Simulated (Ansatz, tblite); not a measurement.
# C₄₂H₄₂Si₂: rung by rung

Aim: run the singlet of C₄₂H₄₂Si₂ at one geometry on many levels, and compare frontier levels, spin and run time.

Program: Ansatz 0.2.0, Gaussian basis. Level of theory: as each input shows. These are calculated values, not measurements.

Levels to be run: GFN1-xTB, GFN2-xTB, PBE-D4/def2-SVP, r2SCAN-D4/def2-SVP.

1 further run of the same task is left out (set aside as unsound or not needed).

### Step 1. The structure

The singlet was relaxed beforehand with PBE-D4/def2-SVP.

SMILES `C[Si](C)(C)C#C/C=C/c1ccc(/C=C/c2ccc(/C=C/c3ccc(/C=C/c4ccc(C#C[Si](C)(C)C)cc4)cc3)cc2)cc1`, 86 atoms, charge 0, spin multiplicity 1.

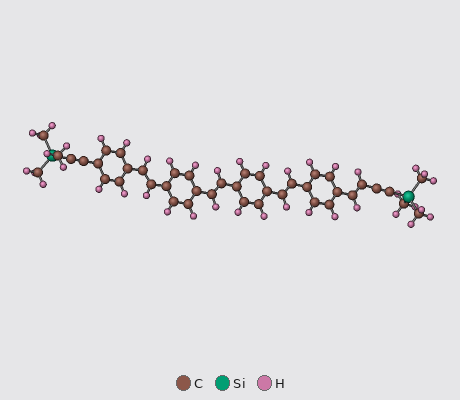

The geometry (carbon brown, silicon teal, hydrogen pink).

PBE0-D4/def2-SVP was run before; its log isn't repeated, and its numbers join the tables.

### Step 2. GFN1-xTB

Tight binding, by tblite at 300 K electronic temperature and without a spin-polarisation term:

```python
tblite.interface.Calculator('GFN1-xTB', numbers, positions, charge=0, uhf=0).singlepoint()
```

Energy -3127.6464 eV, HOMO -10.64 eV, LUMO -8.96 eV; 0.5 s.

### Step 3. GFN2-xTB

Tight binding, by tblite at 300 K electronic temperature and without a spin-polarisation term:

```python
tblite.interface.Calculator('GFN2-xTB', numbers, positions, charge=0, uhf=0).singlepoint()
```

Energy -3116.8026 eV, HOMO -9.60 eV, LUMO -7.91 eV; 0.49 s.

### Step 4. PBE-D4/def2-SVP

start.molden holds the orbitals of an earlier run on this state, given as this run's starting guess.

Input file in.yaml:

```yaml
crystal:
  periodic: [false, false, false]
  atoms:
    - {symbol: C, position_ang: [-17.689133, -2.422164, -0.984003]}
    - {symbol: Si, position_ang: [-17.202147, -1.039907, 0.212242]}
    - {symbol: C, position_ang: [-18.023029, -1.306363, 1.894583]}
    - {symbol: C, position_ang: [-17.684137, 0.644122, -0.500072]}
    - {symbol: C, position_ang: [-15.370564, -1.081828, 0.436008]}
    - {symbol: C, position_ang: [-14.138171, -1.118313, 0.560830]}
    - {symbol: C, position_ang: [-12.738164, -1.179569, 0.727569]}
    - {symbol: C, position_ang: [-11.840605, -0.515495, -0.066174]}
    - {symbol: C, position_ang: [-10.389822, -0.541040, 0.047486]}
    - {symbol: C, position_ang: [-9.690042, -1.291420, 1.027830]}
    - {symbol: C, position_ang: [-8.299180, -1.276582, 1.084439]}
    - {symbol: C, position_ang: [-7.519894, -0.517431, 0.169848]}
    - {symbol: C, position_ang: [-6.068151, -0.546993, 0.279203]}
    - {symbol: C, position_ang: [-5.173540, 0.096530, -0.527216]}
    - {symbol: C, position_ang: [-3.721872, 0.069382, -0.422859]}
    - {symbol: C, position_ang: [-3.016180, -0.633459, 0.588064]}
    - {symbol: C, position_ang: [-1.624896, -0.621239, 0.633438]}
    - {symbol: C, position_ang: [-0.849107, 0.089809, -0.321622]}
    - {symbol: C, position_ang: [0.602901, 0.064632, -0.219155]}
    - {symbol: C, position_ang: [1.493181, 0.683129, -1.050016]}
    - {symbol: C, position_ang: [2.944804, 0.667846, -0.946650]}
    - {symbol: C, position_ang: [3.654678, -0.019309, 0.076634]}
    - {symbol: C, position_ang: [5.042950, 0.002917, 0.136554]}
    - {symbol: C, position_ang: [5.815811, 0.713365, -0.822875]}
    - {symbol: C, position_ang: [7.270239, 0.777844, -0.798813]}
    - {symbol: C, position_ang: [8.103888, 0.196192, 0.111908]}
    - {symbol: C, position_ang: [9.559353, 0.276656, 0.140145]}
    - {symbol: C, position_ang: [10.323773, 0.991217, -0.819778]}
    - {symbol: C, position_ang: [11.712111, 1.050650, -0.741355]}
    - {symbol: C, position_ang: [12.413177, 0.394760, 0.307234]}
    - {symbol: C, position_ang: [13.831850, 0.470029, 0.394178]}
    - {symbol: C, position_ang: [15.063188, 0.548817, 0.479073]}
    - {symbol: Si, position_ang: [16.898955, 0.690720, 0.621178]}
    - {symbol: C, position_ang: [17.520104, -0.681631, 1.763357]}
    - {symbol: C, position_ang: [17.654291, 0.512140, -1.102765]}
    - {symbol: C, position_ang: [17.309099, 2.388751, 1.345760]}
    - {symbol: C, position_ang: [11.658112, -0.327810, 1.266317]}
    - {symbol: C, position_ang: [10.267505, -0.380888, 1.178683]}
    - {symbol: C, position_ang: [5.108608, 1.394356, -1.845302]}
    - {symbol: C, position_ang: [3.715759, 1.372213, -1.905524]}
    - {symbol: C, position_ang: [-1.555139, 0.793807, -1.331642]}
    - {symbol: C, position_ang: [-2.946190, 0.782408, -1.376425]}
    - {symbol: C, position_ang: [-8.221032, 0.234000, -0.809475]}
    - {symbol: C, position_ang: [-9.611916, 0.220156, -0.865771]}
    - {symbol: H, position_ang: [-17.194484, -2.287264, -1.967225]}
    - {symbol: H, position_ang: [-17.392635, -3.413697, -0.585983]}
    - {symbol: H, position_ang: [-18.786975, -2.429329, -1.147416]}
    - {symbol: H, position_ang: [-17.725663, -2.281657, 2.330692]}
    - {symbol: H, position_ang: [-17.731127, -0.509968, 2.609063]}
    - {symbol: H, position_ang: [-19.128649, -1.294790, 1.797752]}
    - {symbol: H, position_ang: [-18.781403, 0.703750, -0.656464]}
    - {symbol: H, position_ang: [-17.187148, 0.817930, -1.476044]}
    - {symbol: H, position_ang: [-17.388173, 1.464433, 0.184877]}
    - {symbol: H, position_ang: [-12.371091, -1.809352, 1.558792]}
    - {symbol: H, position_ang: [-12.247659, 0.104960, -0.882764]}
    - {symbol: H, position_ang: [-10.248397, -1.897665, 1.757255]}
    - {symbol: H, position_ang: [-7.781168, -1.869127, 1.855959]}
    - {symbol: H, position_ang: [-5.680928, -1.165249, 1.107225]}
    - {symbol: H, position_ang: [-5.562202, 0.709006, -1.358784]}
    - {symbol: H, position_ang: [-3.570924, -1.196364, 1.353641]}
    - {symbol: H, position_ang: [-1.103740, -1.176427, 1.429711]}
    - {symbol: H, position_ang: [0.994174, -0.523797, 0.628499]}
    - {symbol: H, position_ang: [1.100226, 1.266843, -1.900122]}
    - {symbol: H, position_ang: [3.098824, -0.581785, 0.841524]}
    - {symbol: H, position_ang: [5.548489, -0.541661, 0.947944]}
    - {symbol: H, position_ang: [7.715547, 1.374398, -1.613400]}
    - {symbol: H, position_ang: [7.660555, -0.399568, 0.928073]}
    - {symbol: H, position_ang: [9.816099, 1.513801, -1.643979]}
    - {symbol: H, position_ang: [12.285755, 1.611683, -1.493447]}
    - {symbol: H, position_ang: [17.267690, -1.681604, 1.355895]}
    - {symbol: H, position_ang: [18.622184, -0.625079, 1.881159]}
    - {symbol: H, position_ang: [17.061544, -0.597167, 2.769551]}
    - {symbol: H, position_ang: [17.274516, 1.299300, -1.785349]}
    - {symbol: H, position_ang: [18.759670, 0.600471, -1.056431]}
    - {symbol: H, position_ang: [17.405280, -0.473323, -1.545876]}
    - {symbol: H, position_ang: [18.406759, 2.516094, 1.449732]}
    - {symbol: H, position_ang: [16.850442, 2.513290, 2.347568]}
    - {symbol: H, position_ang: [16.927903, 3.199944, 0.692899]}
    - {symbol: H, position_ang: [12.184614, -0.843247, 2.082528]}
    - {symbol: H, position_ang: [9.698138, -0.944355, 1.934961]}
    - {symbol: H, position_ang: [5.678428, 1.953745, -2.604164]}
    - {symbol: H, position_ang: [3.196032, 1.913089, -2.712259]}
    - {symbol: H, position_ang: [-1.000864, 1.360180, -2.094828]}
    - {symbol: H, position_ang: [-3.467535, 1.339440, -2.171259]}
    - {symbol: H, position_ang: [-7.663294, 0.842103, -1.537697]}
    - {symbol: H, position_ang: [-10.130166, 0.812980, -1.636887]}
basis:
  gaussian: {orbitals: def2-SVP, fitting: {mean_field: def2-universal-jkfit}, initial_orbitals: start.molden}
hamiltonian: {xc: pbe, dispersion: d4}
scf: {omitted_lower_state_checks: [starts]}
output: {forces: true, orbitals: {seedname: orbitals}}
```

Command:

```bash
ansatz run in.yaml --threads 4 --pin off --events-out ev --progress --plain --max-ram 66560MiB --backend cuda --devices 0, --max-vram 37GiB
```

Further steps of the session: r2SCAN-D4/def2-SVP.

Before running them: what should the planned runs give, taken together? Wanted: gap in def2-SVP, named functionals, smallest and largest; binding an atom, functionals in def2-SVP.

The runs gave:

| quantity | value |
| --- | --- |
| gap in def2-SVP, named functionals, smallest and largest | 1.62 eV (PBE-D4), 2.91 eV (PBE0-D4) |
| binding an atom, functionals in def2-SVP | 5.01 (r2SCAN-D4) to 5.16 eV (PBE-D4) |

**Reading.** Orbital gaps of the named functionals in def2-SVP span 1.62 eV (PBE-D4) to 2.91 eV (PBE0-D4); exact exchange widens it.
